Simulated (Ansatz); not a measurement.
Consider FHSi2.

The calculation's input:

```
crystal:
  periodic: [false, false, false]
  atoms:
    - {symbol: F, position_ang: [-0.424319, 0.060560, 1.351192]}
    - {symbol: Si, position_ang: [2.922146, 0.457294, -0.059447]}
    - {symbol: Si, position_ang: [1.123737, 0.137998, 0.983891]}
    - {symbol: H, position_ang: [1.358125, 0.723978, -0.592696]}
basis:
  gaussian:
    orbitals: def2-TZVPD
hamiltonian:
  xc: {name: PBE0}
output: {forces: true, orbitals: {seedname: orbitals}}
```

Launched as:

```sh
ansatz run input.yaml --threads 2 --pin off --max-ram 4350MiB --events-out events.jsonl --progress --plain --runs-dir runs
```

Geometry: PBE0-D4/def2-TZVP.

Computed with Ansatz 0.2.0, isolated molecule in a Gaussian basis; Kohn-Sham density functional theory, functional PBE0.

> What can the converged electron density and electron localisation function tell about the bonding?

Si–F (1.59 Å): the density is about 1.2 e/Å³ at the midpoint; the ELF peaks at about 0.85 in the valence shell of F, 0.6 Å from its nucleus, and is about 0.40 at the midpoint.
Si–Si (2.10 Å): ρ at the midpoint is about 0.54 e/Å³; the ELF reaches about 0.50 near the midpoint.
Si–H (1.67 Å): ρ at the midpoint is about 0.53 e/Å³; the ELF climbs to about 1 towards the hydrogen, as it does in any bond to H.

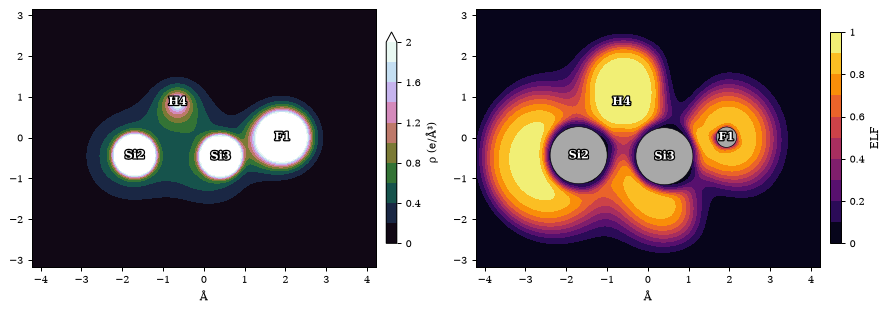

Computed electron density and electron localisation function on the molecular plane, in this order. Grey discs cover the atomic cores in the ELF map. 
